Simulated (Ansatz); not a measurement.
# BF2 (SMILES F[B]F) at UBLYP/STO-3G

What is the vertical ionisation energy of BF2 at UBLYP/STO-3G? 

The results are computed with Ansatz 0.2.0.

## 1. Starting point

The species is BF2 (3 atoms), meant as a doublet with charge 0. SMILES: `F[B]F`. Geometry: relaxed at PBE0-D4/def2-TZVP.

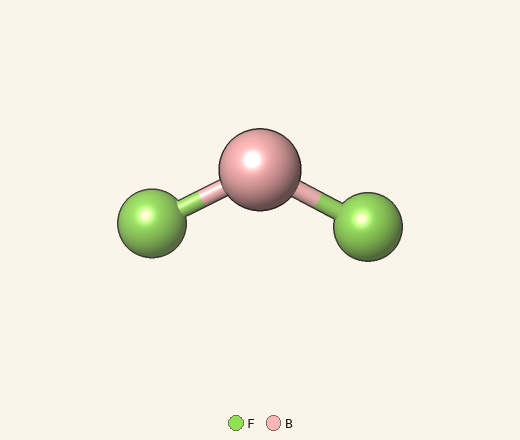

Viewed from a chosen angle; fluorine green, boron pink.

## 2. The energy at UBLYP/STO-3G

Contents of molecule.yaml:

```yaml
crystal:
  periodic: [false, false, false]
  atoms:
    - {symbol: F, position_ang: [0.513100, -1.044300, 0.160000]}
    - {symbol: B, position_ang: [0.279000, 0.240500, 0.181300]}
    - {symbol: F, position_ang: [-0.802900, 0.738900, -0.354600]}
basis:
  gaussian: {orbitals: STO-3G}
hamiltonian: {xc: {name: BLYP}}
accuracy: high
magnetization: {spin_polarized: true, initial_magnetization: 1}
```

Command:

```console
$ ansatz run molecule.yaml --threads 1 --pin off --max-ram 2610MiB --events-out events.jsonl --progress --plain --runs-dir runs
```

The log of the run:

```text
Warning: RAYON_NUM_THREADS=1 ignored (pool sized by the plan → 1); use --threads N
Functional definition: BLYP
  name "BLYP"
  parameter beta = 0.0042
  parameter a = 0.04918
  parameter b = 0.132
  parameter c = 0.2533
  parameter d = 0.349
  exchange = b88_x(beta = beta)
  correlation = lyp_c(a = a, b = b, c = c, d = d)
250 factors; integrals over basis functions are off by at most 3.9e-8 eV
mean field evaluation 1: about -6021.0772 eV, gradient 4.3e0 eV
mean field evaluation 2: about -6021.1520 eV, gradient 4.2e0 eV
mean field evaluation 4: about -6021.2656 eV, gradient 7.2e-2 eV
mean field evaluation 8: about -6021.2300 eV, gradient 4.1e-3 eV
mean field evaluation 16: about -6021.2300 eV, gradient 3.3e-8 eV
mean field -6021.23002729 eV, -221.2761221664 hartree, gradient 3.3e-8 eV, S^2 0.751369; 0 other end points of the search recorded, 0 dependent functions left out
reference -6021.23005192 eV, -221.2761230716 hartree; 12, 11 occupied and 3, 4 virtual orbitals, 250 factors
Total energy: -6021.23005192 eV, -221.2761230716 hartree
```

Wall time 0.66 s (1 thread of Intel Xeon Platinum 8488C (Sapphire Rapids), shared host); peak memory 0.13 GiB.

## 3. The singlet cation at the same level

Contents of in.yaml:

```yaml
crystal:
  periodic: [false, false, false]
  atoms:
    - symbol: F
      position_ang: [0.513100, -1.044300, 0.160000]
    - symbol: B
      position_ang: [0.279000, 0.240500, 0.181300]
    - symbol: F
      position_ang: [-0.802900, 0.738900, -0.354600]
basis:
  gaussian: {orbitals: STO-3G}
hamiltonian: {xc: {name: BLYP}}
total_charge: 1
accuracy: high
```

Command:

```console
$ ansatz run in.yaml --threads 1 --pin off --max-ram 2610MiB --events-out events.jsonl --progress --plain --runs-dir runs
```

The log of the run, shortened:

```text
Warning: RAYON_NUM_THREADS=1 ignored (pool sized by the plan → 1); use --threads N
[... 9 set-up lines as earlier in the session ...]
250 factors; integrals over basis functions are off by at most 3.9e-8 eV
mean field evaluation 1: about -6009.5803 eV, gradient 3.8e1 eV
mean field evaluation 2: about -5971.5301 eV, gradient 1.2e2 eV
mean field evaluation 4: about -6014.9662 eV, gradient 1.9e0 eV
mean field evaluation 8: about -6014.9236 eV, gradient 1.7e-1 eV
mean field evaluation 16: about -6014.9237 eV, gradient 1.3e-7 eV
mean field -6014.92372401 eV, -221.0443697957 hartree, gradient 1.8e-8 eV, S^2 0.000000; 0 other end points of the search recorded, 0 dependent functions left out
reference -6014.92374899 eV, -221.0443707137 hartree; 11, 11 occupied and 4, 4 virtual orbitals, 250 factors
Total energy: -6014.92374899 eV, -221.0443707137 hartree
```

Run time: 0.42 s. Hardware: 1 thread of Intel Xeon Platinum 8488C (Sapphire Rapids), shared host.

## 4. Summary of results

Level: UBLYP/STO-3G.

| quantity | value |
| --- | --- |
| doublet BF2: total energy | -221.27612 Eh |
| doublet BF2: ⟨S²⟩ | 0.751 |
| singlet cation: total energy | -221.04437 Eh |
| vertical ionisation energy (to the singlet cation) | 6.306 eV |

In words: Removing an electron at fixed nuclei costs 6.31 eV (608 kJ/mol). Only the singlet of the ionised species was computed; a triplet could lie lower. In a minimal basis such a difference can be off by several eV, whatever the method.
